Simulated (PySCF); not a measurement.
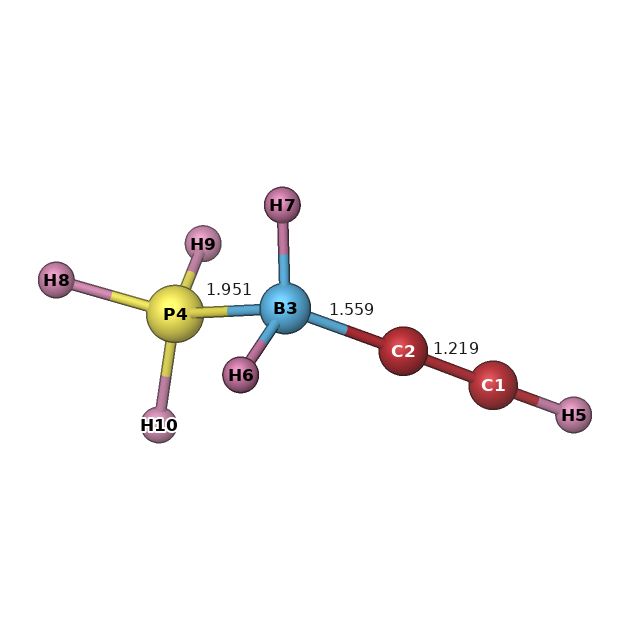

Bond lengths are marked in Å; every bond is drawn as one stick. The computed structure is the end point of a PBE0-D3(BJ)/def2-SVP optimisation. No frequency run is at hand to confirm it as a minimum.

Assign a bond order to each marked bond.

C1–C2 triple; C2–B3 single; B3–P4 single. This is one Lewis structure.

Give the structure as SMILES.

C#C[BH2-][PH3+]
